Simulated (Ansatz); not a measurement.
# G0W0 on several functionals: BaTiO3 (Barioperovskite), part 2 of 2

How much of the starting functional survives in the G0W0 gap of BaTiO3 (Barioperovskite)?

Ansatz 0.2.0; G0W0 on several functionals, plane waves, PAW. Known limits of the many-body steps: not at the basis limit; no spin-orbit coupling; coarse k mesh.

So far. Step 3 (G0W0 on r2SCAN): Against the run with 4×4×4 mesh, 146 empty bands, screening to 100 eV, PAW set soft_1 files on LDA, the gap moves by −0.10 eV, while the start moved by +0.44 eV. Step 4 (G0W0 on HSE06): Against the run with 4×4×4 mesh, 146 empty bands, screening to 100 eV, PAW set soft_1 files on r2SCAN, the gap moves by +0.29 eV, while the start moved by +1.05 eV.

In doubt: masses and optical values from hybrid runs of this build are listed as unsure (steps 4, 5, 6), which bears on the screening that GW takes from such a start.

**5. G0W0 on PBE0**

This step: G0W0 on PBE0, plane waves, PAW; PAW set soft_1.

File input.yaml:

```yaml
crystal:
  lattice:
    - [3.9855, 0.0, 0.0]
    - [0.0, 2.8369, 2.84515]
    - [0.0, -2.8369, 2.84515]
  atoms:
    - { symbol: Ba, position: [0.0, 0.0, 0.0] }
    - { symbol: Ti, position: [0.5, 0.5124, 0.5124] }
    - { symbol: O, position: [0.0, 0.4874, 0.4874] }
    - { symbol: O, position: [0.5, 0.50524, 0.99184] }
    - { symbol: O, position: [0.5, 0.99184, 0.50524] }
kpoints:
  mp_grid: { grid: [4, 4, 4] }
hamiltonian:
  xc: pbe0
  pseudopotentials: { kind: paw, azcp: { folder: soft_1 } }
scf:
  occupations: { method: fixed }
gw:
  n_empty_bands: 146
  ecut_chi: 100
  qp_bands: [v2, c2]
  qp_kpoints: band_edges
  screening: { model: contour_deformation }
```

On the command line:

```bash
ansatz run input.yaml --threads 2 --pin off --max-ram 73728MiB --backend cuda --events-out ev --progress --plain --runs-dir out --devices 1 --max-vram 13GiB
```

Numbers of over 12 decimals in the logs are rounded to 6 here.

The log of the run:

```text
GPUs: using 1 of 1 available (devices: 1).
[...]
GPU FFT provider: cuFFT
GPU libraries: cuBLAS 13.8.2, cuFFT 12.4.0, cuSOLVER 12.3.4
Crystal: 5 atoms, lattice volume = 64.337 Å³
Basis set: ecut = 420 eV, 1249 PW (Γ)
Bands: 25, of which v1, the nominal top of the filled ones, is band 20 counted from 1 (19 counted from 0)
Symmetry: 4 space group operations
[...]
k-points: 21 of 64 (time reversal used)
[...]
1    21     13.0348   -12.3019    -5.7387   -18.5922  0.7855    13.5896    13.5864  root
     1    22     13.8721   -13.2441    -5.7688   -19.6012  0.7733    14.4645    14.4604  root
[...]
20    19      8.7990   -25.9321     4.3742   -22.2939  0.7752     9.5295     9.5350  root
    20    20      8.8118   -25.9294     4.3700   -22.2967  0.7752     9.5435     9.5490  root
    20    21     15.4834   -14.1410    -6.6201   -21.3550  0.7416    16.0832    16.0773  root
    20    22     15.5368   -14.1831    -6.6742   -21.4561  0.7397    16.1417    16.1356  root
[key lines of the parts left out:]
Free energy (F): -10163.085787 eV
Fermi energy:    8.811812 eV
```

Wall time 36 s (1 × NVIDIA H100 80GB HBM3 (shared by 6 runs) with 2 threads of AMD EPYC 7R13 (Zen 3), shared host); peak memory 1.5 GiB; 39 s of CPU time.

Numbers from this step:

```
bands summed                                 : 166
RPA ε∞ on this mesh (eigenvalues)            : 4.323, 4.355, 4.374
plane waves in the screening matrix          : 147
G0W0 gap on the mesh                         : 3.856 eV
k of the valence top                         : -0.5, -0.5, -0.5
k of the conduction bottom                   : 0, 0, 0
starting gap on the mesh                     : 4.059 eV
least direct G0W0 gap on the computed points : 4.029 eV
```

Against the run with 4×4×4 mesh, 146 empty bands, screening to 100 eV, PAW set soft_1 files on HSE06, the gap moves by +0.27 eV, while the start moved by +0.75 eV.

**6. G0W0 on Hartree-Fock**

This step: G0W0 on Hartree-Fock, plane waves, PAW; PAW set soft_1.

Changes to input.yaml since step 5:

```diff
@@ -14,3 +14,3 @@
 hamiltonian:
-  xc: pbe0
+  xc: hf
   pseudopotentials: { kind: paw, azcp: { folder: soft_1 } }
```

The log of the run:

```text
GPUs: using 1 of 1 available (devices: 1).
[...]
GPU FFT provider: cuFFT
GPU libraries: cuBLAS 13.8.2, cuFFT 12.4.0, cuSOLVER 12.3.4
Crystal: 5 atoms, lattice volume = 64.337 Å³
Basis set: ecut = 420 eV, 1249 PW (Γ)
Bands: 25, of which v1, the nominal top of the filled ones, is band 20 counted from 1 (19 counted from 0)
Symmetry: 4 space group operations
[...]
k-points: 21 of 64 (time reversal used)
[...]
1    21     17.8077   -10.5244    -4.0854   -10.5419  0.8825    13.7865    13.7399  root
     1    22     18.7287   -11.2836    -4.1077   -11.2942  0.8771    14.6820    14.6316  root
[...]
20    19      5.4984   -26.2131     3.3223   -26.1965  0.8735     8.7729     8.8041  root
    20    20      5.5131   -26.2148     3.3221   -26.1985  0.8735     8.7876     8.8189  root
    20    21     20.8756   -12.5604    -4.4916   -12.5628  0.8604    16.4617    16.3865  root
    20    22     20.9641   -12.7025    -4.5449   -12.7041  0.8584    16.4994    16.4207  root
[key lines of the parts left out:]
Free energy (F): -10043.987370 eV
Fermi energy:    5.513110 eV
```

Run time: 44 s. Hardware: 1 × NVIDIA H100 80GB HBM3 (shared by 6 runs) with 2 threads; peak memory 1.6 GiB.

Numbers from this step:

```
bands summed                                 : 166
RPA ε∞ on this mesh (eigenvalues)            : 2.411, 2.415, 2.419
plane waves in the screening matrix          : 147
G0W0 gap on the mesh                         : 4.772 eV
k of the valence top                         : -0.5, -0.5, -0.5
k of the conduction bottom                   : 0, 0, 0
starting gap on the mesh                     : 12.10 eV
least direct G0W0 gap on the computed points : 5.017 eV
```

Against the run with 4×4×4 mesh, 146 empty bands, screening to 100 eV, PAW set soft_1 files on PBE0, the gap moves by +0.92 eV, while the start moved by +8.04 eV.

**7. Side by side**

All on the 4×4×4 mesh with 146 empty bands and screening to 100 eV. Times are wall times on 1 × NVIDIA H100 80GB HBM3 (shared by 6 runs) with 2 threads of AMD EPYC 7R13 (Zen 3), shared host, good to a factor of about two.

```
       start  starting gap (eV)  shift (eV)  G0W0 gap (eV)  RPA ε∞ (harmonic mean)  Z (valence, conduction)   time
         LDA               1.82       +1.58           3.40                    6.62               0.71, 0.73  7.9 s
      r2SCAN               2.26       +1.05           3.30                    5.67               0.73, 0.74   10 s
       HSE06               3.31       +0.28           3.59                    4.69               0.76, 0.78   32 s
        PBE0               4.06       −0.20           3.86                    4.35               0.78, 0.79   36 s
Hartree-Fock              12.10       −7.32           4.77                    2.42               0.87, 0.88   44 s
```

The parts of the quasiparticle energy at the two band edges (eV; QP = start + Σx + Σc − Vxc):

```
   run               edge  start      Σx     Σc     Vxc     Z     QP
   LDA        valence top   9.84  -25.75   4.83  -20.90  0.71   9.81
   LDA  conduction bottom  11.66  -12.63  -6.39  -20.57  0.73  13.22
r2SCAN        valence top   9.91  -25.91   4.79  -21.24  0.73  10.03
r2SCAN  conduction bottom  12.17  -12.59  -6.28  -20.03  0.74  13.33
 HSE06        valence top   9.20  -25.92   4.51  -21.89  0.76   9.68
 HSE06  conduction bottom  12.52  -12.02  -5.87  -18.64  0.78  13.27
  PBE0        valence top   8.81  -25.93   4.37  -22.30  0.78   9.55
  PBE0  conduction bottom  12.87  -12.00  -5.71  -18.25  0.79  13.40
```

For a hybrid start, Vxc holds its share of exact exchange.

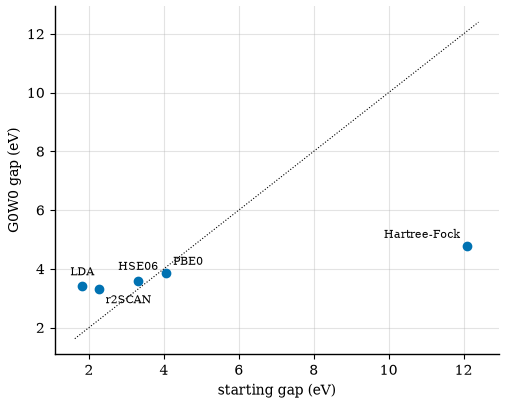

G0W0 gap against starting gap; on the dotted line the correction would vanish.

**8. What came out**

```
G0W0@LDA          : 3.40 eV (start 1.82 eV)
G0W0@r2SCAN       : 3.30 eV (start 2.26 eV)
G0W0@HSE06        : 3.59 eV (start 3.31 eV)
G0W0@PBE0         : 3.86 eV (start 4.06 eV)
G0W0@Hartree-Fock : 4.77 eV (start 12.10 eV)
known limits      : not at the basis limit; no spin-orbit coupling; coarse k mesh
```

The starting gaps span 10.28 eV and the G0W0 gaps 1.47 eV. Between LDA and Hartree-Fock, 1.37 eV of the 10.28 eV survives, 13 %. The order is not kept throughout: r2SCAN starts 0.44 eV above LDA and ends 0.10 eV below it, so orbitals matter beside the gap. Hartree-Fock screens less than LDA (ε∞ 2.42 against 6.62). Of the 1.37 eV by which its G0W0 gap is higher, the correlation part gives +3.85 eV, and exchange with the one-particle terms, which follow the orbitals, −2.49 eV. On PBE0 and Hartree-Fock the correction is negative: that start lies above its own G0W0 value. The smallest correction, −0.20 eV, is on PBE0, the start nearest to reproducing itself, though another is as near within the errors. Bands and cutoff are finite, so the gap is not at the basis limit. The miss can reach some tenths of an eV and take either sign; the mesh is an error of its own. The 4×4×4 mesh is coarse for this cell (its supercell is 16 Å along the shortest edge). The RPA ε∞ on it, from the LDA start, is 6.56, 6.62 and 6.69; such meshes misread the long-range screening, most where the gap is narrow. The program warns that the mesh is coarse for exact exchange, which bears on the hybrid start's gap. The many-body steps are scalar-relativistic: spin-orbit coupling is not in them.

[Paths, hosts, dates, memory and timing lines, banners, echoed tables and standing remarks are left out of the program output.]

[Logs are printed without paths, hosts, clocks, repeated set-up lines and the standing remarks that a program may print on its own settings, such as how far it seeks lower states.]

[Runs of the session that timed out or met a known fault of the program may be left out.]

[Cells called generated may have been cut or substituted from an entry of the Crystallography Open Database or the Materials Project.]

[Hosts, paths, dates, database ids (printed as entryN), source tags and the programs' standing remarks are cut or masked in the printed files.]
